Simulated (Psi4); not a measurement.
**CAM-B3LYP/def2-SVPD run of [B2H5]− (SMILES B[BH3-])**

Aim: the energy change on altering one bond length of [B2H5]− at CAM-B3LYP/def2-SVPD, from 2 runs. 

Program for the calculation: Psi4 1.11.

**1. The structure to begin with**

[B2H5]−: 7 atoms, total charge -1, spin state singlet. SMILES: `B[BH3-]`. The coordinates come from a GFN2-xTB relaxation.

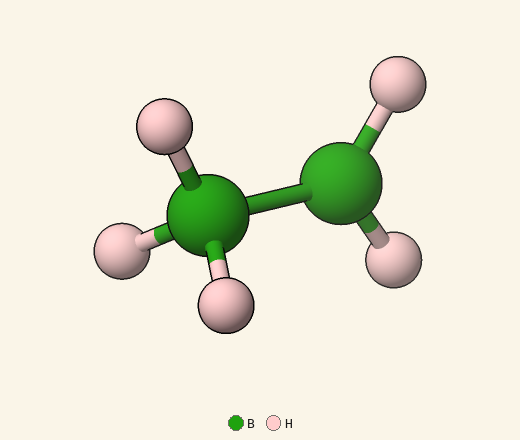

Viewed from a chosen angle; boron green, hydrogen pink.

**2. Energy and forces at CAM-B3LYP/def2-SVPD**

File b2h5.dat:

```
memory 1.6 GB

molecule system {
  -1 1
  B      0.210010    -0.813600     0.474350
  B     -0.119910     0.613520    -0.349380
  H      1.262150    -1.128320     0.968990
  H     -0.606320    -1.678230     0.657480
  H     -0.531530     0.371570    -1.495060
  H     -1.042200     1.230100     0.207460
  H      0.827810     1.404960    -0.463840
  units angstrom
  symmetry c1
  no_reorient
  no_com
}

set puream true
set e_convergence 1e-09
set d_convergence 1e-08
set scf_type pk
set dft_radial_points 99
set dft_spherical_points 590

E, wfn = gradient("cam-b3lyp/def2-SVPD", return_wfn=True)
oeprop(wfn, "QUADRUPOLE", "LOWDIN_CHARGES", "WIBERG_LOWDIN_INDICES", title="CAM-B3LYP")
```

The run is started by

```sh
$ psi4 -n 1 b2h5.dat b2h5.out
```

b2h5.out:

```text
[...]
  Running in c1 symmetry.
[...]
  Nuclear repulsion =   26.045679649529131
[...]
  Multiplicity = 1
[...]
  Nalpha       = 8
  Nbeta        = 8
[...]
    Number of basis functions: 80
[...]
   @RKS iter   1:   -52.38134685889096   -6.40113e-01   6.48794e-03 DIIS/ADIIS
[...]
   @RKS iter  10:   -52.59497337081935   -1.12195e-11   7.26954e-09 DIIS
[...]
    Orbital Energies [Eh]
    ---------------------
    Doubly Occupied:
       1A     -6.613625     2A     -6.526604     3A     -0.387033
       4A     -0.308052     5A     -0.207339     6A     -0.142244
       7A     -0.120610     8A     -0.109093
[...]
  @RKS Final Energy:   -52.59497337081935
   => Energetics <=
    Nuclear Repulsion Energy =             26.0456796495291307
    One-Electron Energy =                -123.7085308292191712
    Two-Electron Energy =                  52.1037697187123428
    DFT Exchange-Correlation Energy =      -7.0358919098416504
    Empirical Dispersion Energy =           0.0000000000000000
    VV10 Nonlocal Energy =                  0.0000000000000000
    Total Energy =                        -52.5949733708193463
[...]
  -Total Gradient:
     Atom            X                  Y                   Z
    ------   -----------------  -----------------  -----------------
       1        0.002276000676    -0.008880472308     0.004709406536
       2       -0.004172227734    -0.006359794344     0.002388873534
       3       -0.010168828091     0.002218745891    -0.004236513698
       4        0.009021883620     0.007783359666    -0.000968480536
       5        0.002437998031     0.003433299384     0.001142967051
       6        0.003341215715     0.001900963202    -0.002198548237
       7       -0.002735926151    -0.000095892435    -0.000837817126
[...]
 Multipole Moments:
 ------------------------------------------------------------------------------------
     Multipole            Electronic (a.u.)      Nuclear  (a.u.)        Total (a.u.)
 ------------------------------------------------------------------------------------
 L = 1.  Multiply by 2.5417464519 to convert [e a0] to [Debye]
 Dipole X            :         -0.5825498            0.6810762            0.0985264
 Dipole Y            :          0.8370030           -1.5123856           -0.6753826
 Dipole Z            :         -0.5703390            0.9446363            0.3742973
 Magnitude           :                                                    0.7784264
 L = 2.  Multiply by 1.3450342976 to convert [e a0^2] to [Debye ang]
 Quadrupole XX       :        -33.2111147           15.3806976          -17.8304171
 Quadrupole XY       :          7.1506136           -6.9464073            0.2042063
[...]
```

It took 26 s on 1 thread of Intel Xeon Platinum 8375C at 2.90GHz (Ice Lake), shared host; peak memory 0.79 GiB.

**3. The distorted shape, same level**

File input.dat:

```
memory 1600 MB

molecule {
  -1 1
  B     -0.49855888    -2.28524580     1.00453494
  B     -1.12201733     0.41162014    -0.55208916
  H      1.48969756    -2.87998041     1.93926907
  H     -2.04119901    -3.91915970     1.35060049
  H     -1.89986640    -0.04559909    -2.71711058
  H     -2.86489284     1.57678748     0.50018594
  H      1.56433418     2.65498962    -0.87653057
  units au
  symmetry c1
  no_reorient
  no_com
}

set basis def2-SVPD
set reference rks
set puream true
set e_convergence 1e-09
set d_convergence 1e-08
set scf_type pk
set dft_radial_points 99
set dft_spherical_points 590

e, wfn = gradient("cam-b3lyp", return_wfn=True)
print_variables()
```

The run is started by

```sh
$ psi4 input.dat output.dat -n 1
```

output.dat:

```text
[...]
  Running in c1 symmetry.
[...]
  Nuclear repulsion =   25.002214124001640
[...]
  Multiplicity = 1
[...]
  Nalpha       = 8
  Nbeta        = 8
[...]
    Number of basis functions: 80
[...]
   @RKS iter   1:   -52.33008312970158   -7.24547e-01   6.30261e-03 DIIS/ADIIS
[...]
   @RKS iter  10:   -52.54664064449158   -8.00071e-12   4.27269e-09 DIIS
[...]
    Orbital Energies [Eh]
    ---------------------
    Doubly Occupied:
       1A     -6.633273     2A     -6.589971     3A     -0.402246
       4A     -0.315633     5A     -0.217926     6A     -0.167579
       7A     -0.134465     8A     -0.087034
[...]
  @RKS Final Energy:   -52.54664064449158
   => Energetics <=
    Nuclear Repulsion Energy =             25.0022141240016396
    One-Electron Energy =                -121.3075922712399972
    Two-Electron Energy =                  50.7174544403568532
    DFT Exchange-Correlation Energy =      -6.9587169376100748
    Empirical Dispersion Energy =           0.0000000000000000
    VV10 Nonlocal Energy =                  0.0000000000000000
    Total Energy =                        -52.5466406444915819
[...]
 Multipole Moments:
 ------------------------------------------------------------------------------------
     Multipole            Electronic (a.u.)      Nuclear  (a.u.)        Total (a.u.)
 ------------------------------------------------------------------------------------
 L = 1.  Multiply by 2.5417464519 to convert [e a0] to [Debye]
 Dipole X            :         12.1386097          -11.8548076            0.2838021
 Dipole Y            :         11.3597299          -11.9810904           -0.6213605
 Dipole Z            :         -2.0557873            2.4586433            0.4028559
 Magnitude           :                                                    0.7930482
[...]
  -Total Gradient:
     Atom            X                  Y                   Z
    ------   -----------------  -----------------  -----------------
       1       -0.007297356279    -0.012184258754     0.003467640328
       2       -0.022109319187    -0.022497898474     0.005099702229
       3       -0.007820055268     0.001728673663    -0.003240248321
       4        0.010035267691     0.004687972623     0.000893955661
       5       -0.005251020572    -0.002324181904    -0.001380003996
       6       -0.005672261239    -0.001504906994    -0.000076692303
       7        0.038114733323     0.032094498638    -0.004764399197
[...]
```

Run time: 31 s. Hardware: 1 thread of Intel Xeon Platinum 8375C at 2.90GHz (Ice Lake), shared host; peak memory 0.78 GiB.

**4. What came out**

At CAM-B3LYP/def2-SVPD:

| quantity | value |
| --- | --- |
| first shape: total energy | -52.59497 Eh |
| first shape: HOMO energy | -2.97 eV |
| first shape: LUMO energy | 5.06 eV |
| first shape: HOMO–LUMO gap (to an unbound level, set by the basis) | 8.03 eV |
| first shape: largest force on an atom | 0.615 eV/Å |
| distorted shape: total energy | -52.54664 Eh |
| distorted shape: HOMO energy | -2.37 eV |
| distorted shape: LUMO energy | 4.67 eV |
| distorted shape: HOMO–LUMO gap (to an unbound level, set by the basis) | 7.04 eV |
| distorted shape: largest force on an atom | 2.574 eV/Å |
| energy change with the B2–H7 bond stretched from 1.240 to 1.860 Å | 1.315 eV |

In words: With the B2–H7 bond stretched from 1.240 to 1.860 Å the energy rises by 1.32 eV (30 kcal/mol). The first shape isn't relaxed at this level, so the change isn't measured from a minimum. The largest force (first shape) is 0.61 eV/Å: the shape isn't a stationary point for this species at this level.
